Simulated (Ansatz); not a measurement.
The relaxed structure here is a generated cell of BAs: the first start was made by placing the elements on the sites of a structure type, and the end was not matched to a known phase here, so it may be hypothetical. Known forms of BAs include space group No. 216.

A relaxed structure of BAs. These are PBEsol (plane waves to 420 eV, PAW, scalar-relativistic; Ansatz, an electronic-structure program) values and carry that method's errors.

P6₂22 (No. 180), hP6; a = b = 3.429 Å, c = 7.403 Å, α = β = 90.00°, γ = 120.00°.

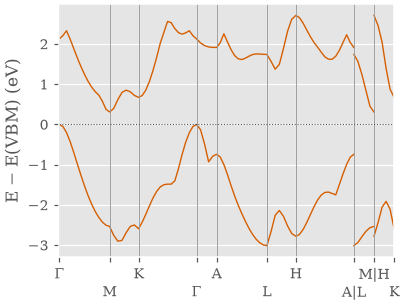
Highest filled and lowest empty band along the path of this cell's Brillouin zone

**Question.** Read off the gap and say whether it is direct.

**Answer.** 0.31 eV, indirect (valence top at Γ, conduction bottom at M) (no spin-orbit coupling).

**Question.** How far does the top valence band disperse along this path?

**Answer.** About 3.0 eV.

No spin polarisation in the result.

The run could not lose the symmetry of its start; a randomly shaken copy of 12 atoms returns to this structure.
